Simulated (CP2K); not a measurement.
**BNH4 (SMILES BN): levels of theory compared**

We compute a comparison of 4 runs (HF/3-21G, AM1, PM3, GFN1-xTB) of BNH4. 

Program for the calculation: CP2K 2026.2.

4 further runs of the same task are left out: 2 that didn't finish, 2 set aside as unsound or not needed.

## (1) The structure to begin with

The species is BNH4 (6 atoms), meant as a singlet with charge 0. As SMILES, `BN`. One bond was lengthened or shortened from a relaxed shape.

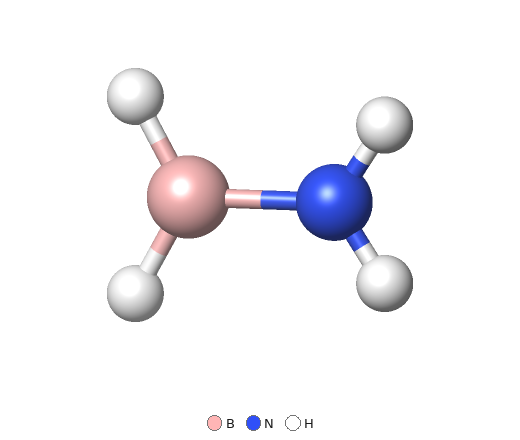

The structure, seen from a chosen angle (boron pink, nitrogen blue, hydrogen white).

## (2) The energy at HF/3-21G (run 1)

molecule.xyz reads:

```xyz
6

B     -0.169352    -0.883187    -0.031061
N      0.146100     0.677400     0.010800
H      0.184648    -1.571587     0.882039
H     -0.753152    -1.332287    -0.974661
H     -0.121600     1.313700    -0.720800
H      0.632000     1.121400     0.771300
```

job.inp reads:

```
&GLOBAL
 PROJECT_NAME job
 RUN_TYPE ENERGY
 PRINT_LEVEL MEDIUM
&END
&FORCE_EVAL
 METHOD QS
 &DFT
  BASIS_SET_FILE_NAME ./3_21g.basis
  POTENTIAL_FILE_NAME POTENTIAL
  # Quickstep
  &QS
   METHOD GAPW
   EPS_DEFAULT 1.0E-10
  &END
  &MGRID
   CUTOFF 280
   REL_CUTOFF 50
   NGRIDS 4
  &END
  &POISSON
   PERIODIC NONE
   POISSON_SOLVER MULTIPOLE
  &END
  &SCF
   SCF_GUESS ATOMIC
   EPS_SCF 1.0E-07
   MAX_SCF 150
   ADDED_MOS 3
   &DIAGONALIZATION
    ALGORITHM STANDARD
   &END
   &MIXING
    METHOD DIRECT_P_MIXING
    ALPHA 0.4
   &END
  &END
  &XC
   &XC_FUNCTIONAL NONE
   &END
   &HF
    FRACTION 1
    &SCREENING
     EPS_SCHWARZ 1.0E-10
    &END
    &MEMORY
     MAX_MEMORY 1050
    &END
   &END
  &END
  # extra output
  &PRINT
   &MOMENTS
    PERIODIC F
    REFERENCE COM
    MAX_MOMENT 1
   &END
   &MO ON
    ENERGIES T
    OCCUPATION_NUMBERS T
    NDIGITS 6
    &EACH
     QS_SCF 0
    &END
    ADD_LAST NUMERIC
   &END
   &LOWDIN ON
   &END
   &HIRSHFELD OFF
   &END
  &END
 &END
 # atoms, cell and kinds
 &SUBSYS
  # box in angstrom
  &CELL
   ABC 8.4 9.9 8.9
   PERIODIC NONE
  &END
  &TOPOLOGY
   COORD_FILE_NAME molecule.xyz
   COORD_FILE_FORMAT XYZ
   &CENTER_COORDINATES
   &END
  &END
  &KIND B
   BASIS_SET 3-21G
   POTENTIAL ALL
   LEBEDEV_GRID 194
   RADIAL_GRID 100
  &END
  &KIND N
   BASIS_SET 3-21G
   POTENTIAL ALL
   LEBEDEV_GRID 194
   RADIAL_GRID 100
  &END
  &KIND H
   BASIS_SET 3-21G
   POTENTIAL ALL
   LEBEDEV_GRID 194
   RADIAL_GRID 100
  &END
 &END
&END
```

On the command line:

```bash
$ OMP_NUM_THREADS=1 cp2k.psmp job.inp > job.out
```

The program printed:

```text
CP2K| version string:                                       CP2K version 2026.2
[...]
 GLOBAL| Method name                                                        CP2K
[...]
 GLOBAL| Run type                                                         ENERGY
[...]
 DFT| Spin restricted Kohn-Sham (RKS) calculation                            RKS
 DFT| Multiplicity                                                             1
[...]
 DFT| Charge                                                                   0
[...]
 QS| Method:                                                                GAPW
[...]
 QS| Density cutoff [a.u.]:                                                140.0
[...]
 QS| Relative density cutoff [a.u.]:                                        25.0
[...]
                             - Atoms:                                          6
[...]
                             - Spherical basis functions:                     26
[...]
 Number of electrons:                                                         16
[...]
     1 P_Mix/Diag. 0.40E+00    0.4     0.85878662       -81.1105288277 -8.11E+01
[...]
    15 DIIS/Diag.  0.75E-07    0.2     0.00000008       -81.0211113970 -6.11E-13
  *** SCF run converged in    15 steps ***
[...]
  Overlap energy of the core charge distribution:               0.00001027952349
  Self energy of the core charge distribution:                -69.69381038746909
  Core Hamiltonian energy:                                    -11.69045507923199
  Hartree energy:                                              26.63120872524330
  Exchange-correlation energy:                                  0.00000000000000
  Hartree-Fock Exchange energy:                               -11.82135789694577
[...]
                     Mulliken Population Analysis
 #  Atom  Element  Kind  Atomic population                           Net charge
       1     B        1          4.597357                              0.402643
       2     N        2          7.906072                             -0.906072
       3     H        3          1.069508                             -0.069508
       4     H        3          1.069230                             -0.069230
       5     H        3          0.678929                              0.321071
       6     H        3          0.678904                              0.321096
 # Total charge                             16.000000                  0.000000
[...]
  Dipole moment [Debye]
    X=  0.2537908E+00 Y=  0.1259532E+01 Z=  0.3352189E-01  Total=      1.2852835
 ENERGY| Total FORCE_EVAL ( QS ) energy [hartree]            -81.021111396970340
[...]
```

Run time: 3.6 s. Hardware: 1 thread of Arm Neoverse V1, shared host; peak memory 0.41 GiB.

## (3) The energy at AM1 (run 2)

molecule.xyz is that of step 2.

mol.inp reads:

```
&GLOBAL
 PROJECT_NAME mol
 RUN_TYPE ENERGY
 PRINT_LEVEL MEDIUM
&END GLOBAL

&FORCE_EVAL
 METHOD QS
 &DFT
  &QS
   METHOD AM1
   EPS_DEFAULT 1.0E-10
   &SE
    &COULOMB
     CUTOFF [angstrom] 50
     RC_RANGE [angstrom] 0
    &END COULOMB
    &EXCHANGE
     CUTOFF [angstrom] 50
     RC_RANGE [angstrom] 0
    &END EXCHANGE
   &END SE
  &END QS
  &POISSON
   PERIODIC NONE
   POISSON_SOLVER ANALYTIC
  &END POISSON
  &SCF
   SCF_GUESS ATOMIC
   EPS_SCF 1.0E-07
   MAX_SCF 100
   &DIAGONALIZATION
    ALGORITHM STANDARD
   &END DIAGONALIZATION
   &MIXING
    METHOD DIRECT_P_MIXING
    ALPHA 0.4
   &END MIXING
  &END SCF
  &PRINT
   &MOMENTS
    PERIODIC F
    REFERENCE COM
    MAX_MOMENT 1
   &END MOMENTS
   &MO ON
    ENERGIES T
    OCCUPATION_NUMBERS T
    NDIGITS 6
    &EACH
     QS_SCF 0
    &END EACH
    ADD_LAST NUMERIC
   &END MO
   &HIRSHFELD OFF
   &END HIRSHFELD
  &END PRINT
 &END DFT
 &SUBSYS
  &CELL
   ABC 13.4 14.9 13.9
   PERIODIC NONE
  &END CELL
  &TOPOLOGY
   COORD_FILE_NAME molecule.xyz
   COORD_FILE_FORMAT XYZ
   &CENTER_COORDINATES
   &END CENTER_COORDINATES
  &END TOPOLOGY
 &END SUBSYS
&END FORCE_EVAL
```

On the command line:

```bash
$ OMP_NUM_THREADS=1 cp2k.psmp -i mol.inp > mol.out 2>&1
```

The program printed:

```text
CP2K| version string:                                       CP2K version 2026.2
[...]
 GLOBAL| Method name                                                        CP2K
[...]
 GLOBAL| Run type                                                         ENERGY
[...]
                             - Atoms:                                          6
[...]
                             - Spherical basis functions:                     12
[...]
 Number of electrons:                                                         12
[...]
     1 P_Mix/Diag. 0.40E+00    0.0     0.61903393        -8.6642378713 -8.66E+00
[...]
    16 DIIS/Diag.  0.67E-07    0.0     0.00000004       -12.1803833583  1.60E-14
  *** SCF run converged in    16 steps ***
  Core-core repulsion energy [eV]:                            394.16415899474475
  Core Hamiltonian energy [eV]:                              -515.54807714785738
  Two-electron integral energy [eV]:                         -420.12233786001843
  Electronic energy [eV]:                                    -725.60924607786649
  Total energy [eV]:                                         -331.44508708312179
  Atomic reference energy [eV]:                               331.53279339016132
  Heat of formation [kcal/mol]:                                 2.02255564889107
[...]
 SE_DIPOLE| Moment [Debye]         -0.10151785      -0.50394148      -0.01347917
 SE_DIPOLE| Derivative [a.u.]       0.00000000       0.00000000       0.00000000
 ENERGY| Total FORCE_EVAL ( QS ) energy [hartree]            -12.180383358315074
[...]
```

It took 0.26 s on 1 thread of Arm Neoverse V1, shared host.

## (4) The energy at PM3 (run 3)

job.inp reads:

```
&GLOBAL
 PROJECT job
 RUN_TYPE ENERGY
 PRINT_LEVEL MEDIUM
&END GLOBAL

&FORCE_EVAL
 METHOD QUICKSTEP
 &DFT
  CHARGE 0
  MULTIPLICITY 1
  &QS
   METHOD PM3
   EPS_DEFAULT 1.0E-10
   &SE
    &COULOMB
     CUTOFF [angstrom] 50
     RC_RANGE [angstrom] 0
    &END COULOMB
    &EXCHANGE
     CUTOFF [angstrom] 50
     RC_RANGE [angstrom] 0
    &END EXCHANGE
   &END SE
  &END QS
  &POISSON
   PERIODIC NONE
   POISSON_SOLVER ANALYTIC
  &END POISSON
  &SCF
   SCF_GUESS ATOMIC
   EPS_SCF 1.0E-07
   MAX_SCF 150
   ADDED_MOS 8
   &DIAGONALIZATION
    ALGORITHM STANDARD
   &END DIAGONALIZATION
   &MIXING
    METHOD DIRECT_P_MIXING
    ALPHA 0.4
   &END MIXING
  &END SCF
  &PRINT
   &MOMENTS
    PERIODIC F
    REFERENCE COM
    MAX_MOMENT 1
   &END MOMENTS
   &MO ON
    ENERGIES T
    OCCUPATION_NUMBERS T
    NDIGITS 6
    &EACH
     QS_SCF 0
    &END EACH
    ADD_LAST NUMERIC
   &END MO
   &HIRSHFELD OFF
   &END HIRSHFELD
  &END PRINT
 &END DFT
 &SUBSYS
  &CELL
   ABC [angstrom] 11.4 12.9 11.9
   PERIODIC NONE
  &END CELL
  &COORD
   B      5.591224     5.695756     5.965250
   N      5.906676     7.256344     6.007111
   H      5.945224     5.007356     6.878350
   H      5.007424     5.246656     5.021650
   H      5.638976     7.892644     5.275511
   H      6.392576     7.700344     6.767611
  &END COORD
 &END SUBSYS
&END FORCE_EVAL
```

On the command line:

```bash
$ OMP_NUM_THREADS=1 cp2k.psmp -i job.inp > job.out 2>&1
```

The program printed:

```text
CP2K| version string:                                       CP2K version 2026.2
[...]
 GLOBAL| Method name                                                        CP2K
[...]
 GLOBAL| Run type                                                         ENERGY
[...]
 *** WARNING in qs_environment.F:2210 :: More added MOs requested than     ***
 *** available. The full set of unoccupied MOs will be used. Use           ***
 *** 'ADDED_MOS -1' to always use all available MOs and to get rid of this ***
[...]
                             - Atoms:                                          6
[...]
                             - Spherical basis functions:                     12
[...]
 Number of electrons:                                                         12
[...]
     1 P_Mix/Diag. 0.40E+00    0.0     0.63491056        -7.3985139754 -7.40E+00
[...]
    23 DIIS/Diag.  0.47E-07    0.0     0.00000008       -10.3471264309 -2.84E-14
  *** SCF run converged in    23 steps ***
  Core-core repulsion energy [eV]:                            384.19638007273687
  Core Hamiltonian energy [eV]:                              -421.55162016637757
  Two-electron integral energy [eV]:                         -488.40877805730287
  Electronic energy [eV]:                                    -665.75600919502904
  Total energy [eV]:                                         -281.55962912229211
  Atomic reference energy [eV]:                               281.83896989016131
  Heat of formation [kcal/mol]:                                 6.44175164922631
[...]
 SE_DIPOLE| Moment [Debye]         -0.10910666      -0.54133491      -0.01463774
 SE_DIPOLE| Derivative [a.u.]       0.00000000       0.00000000       0.00000000
 ENERGY| Total FORCE_EVAL ( QS ) energy [hartree]            -10.347126430854169
[...]
```

Wall time 0.26 s (1 thread of Arm Neoverse V1, shared host).

## (5) A single-point energy at GFN1-xTB (run 4)

molecule.xyz is that of step 3.

run.inp reads:

```
&GLOBAL
 PROJECT run
 RUN_TYPE ENERGY
 PRINT_LEVEL MEDIUM
&END GLOBAL

&FORCE_EVAL
 METHOD QUICKSTEP
 &DFT
  &QS
   METHOD XTB
   EPS_DEFAULT 1.0E-10
   &XTB
    GFN_TYPE 1
    CHECK_ATOMIC_CHARGES F
   &END XTB
  &END QS
  # no periodic images
  &POISSON
   PERIODIC NONE
   POISSON_SOLVER ANALYTIC
  &END POISSON
  # self-consistent field
  &SCF
   SCF_GUESS ATOMIC
   EPS_SCF 1.0E-06
   MAX_SCF 80
   ADDED_MOS 2
   &DIAGONALIZATION
    ALGORITHM STANDARD
   &END DIAGONALIZATION
   &MIXING
    METHOD BROYDEN_MIXING
    ALPHA 0.4
    NBUFFER 8
   &END MIXING
  &END SCF
  # extra output
  &PRINT
   &MOMENTS
    PERIODIC F
    REFERENCE COM
    MAX_MOMENT 1
   &END MOMENTS
   &MO ON
    ENERGIES T
    OCCUPATION_NUMBERS T
    NDIGITS 6
    &EACH
     QS_SCF 0
    &END EACH
    ADD_LAST NUMERIC
   &END MO
   &HIRSHFELD OFF
   &END HIRSHFELD
  &END PRINT
 &END DFT
 &SUBSYS
  # vacuum box
  &CELL
   ABC 11.4 12.9 11.9
   PERIODIC NONE
  &END CELL
  &TOPOLOGY
   COORD_FILE_NAME molecule.xyz
   COORD_FILE_FORMAT XYZ
   &CENTER_COORDINATES
   &END CENTER_COORDINATES
  &END TOPOLOGY
 &END SUBSYS
&END FORCE_EVAL
```

On the command line:

```bash
$ OMP_NUM_THREADS=1 cp2k.psmp -i run.inp -o run.out
```

The program printed:

```text
CP2K| version string:                                       CP2K version 2026.2
[...]
 GLOBAL| Method name                                                        CP2K
[...]
 GLOBAL| Run type                                                         ENERGY
[...]
                             - Atoms:                                          6
[...]
                             - Spherical basis functions:                     16
[...]
 Number of electrons:                                                         12
[...]
     1 NoMix/Diag. 0.40E+00    0.0     0.83586806        -6.7031097564 -6.70E+00
[...]
    22 Broy./Diag. 0.40E+00    0.0     0.00000023        -6.7416051250 -1.63E-07
  *** SCF run converged in    22 steps ***
[...]
 TB_DIPOLE| Moment [Debye]          0.17822819       0.88271009       0.02363577
 TB_DIPOLE| Derivative [a.u.]       0.00000000       0.00000000       0.00000000
[...]
 ENERGY| Total FORCE_EVAL ( QS ) energy [hartree]             -6.741605125000996
[...]
```

Wall time 0.34 s (1 thread of Arm Neoverse V1, shared host).

## (6) The series

| run | level | scheme | iteration cap | energy (Eh) | dipole moment (D) | HOMO energy (eV) | LUMO energy (eV) | wall time |
| --- | --- | --- | --- | --- | --- | --- | --- | --- |
| 1 | HF/3-21G | GAPW | 150 | -81.021111 | 1.29 | -10.80 | 3.78 | 3.6 s |
| 2 | AM1 | – | 100 | -12.180383 | 0.51 | -9.92 | – | 0.26 s |
| 3 | PM3 | – | 150 | -10.347126 | 0.55 | -9.12 | 1.00 | 0.26 s |
| 4 | GFN1-xTB | – | 80 | -6.741605 | 0.90 | -11.30 | -6.70 | 0.34 s |

## (7) Results

```
                                        quantity         value
                             run 4: total energy   -6.74161 Eh
run 4: dipole moment (from atomic charges alone)        0.90 D
                              run 4: HOMO energy     -11.30 eV
                              run 4: LUMO energy      -6.70 eV
                            run 4: HOMO–LUMO gap       4.60 eV
                        run 4: dispersion energy  -2.20 kJ/mol
```

What this shows: The dipole moment (its size) runs from 0.51 D (AM1) to 1.29 D (HF/3-21G). The two ends differ in method and basis and Hamiltonian. Some of these are taken from atomic charges alone. Over runs 1, 3, 4 the HOMO–LUMO gap runs from 4.60 eV (GFN1-xTB) to 14.58 eV (HF/3-21G). Force-field and semi-empirical energies have zeros of their own, so their totals don't compare. All runs together took 4.5 s, the longest 3.6 s.
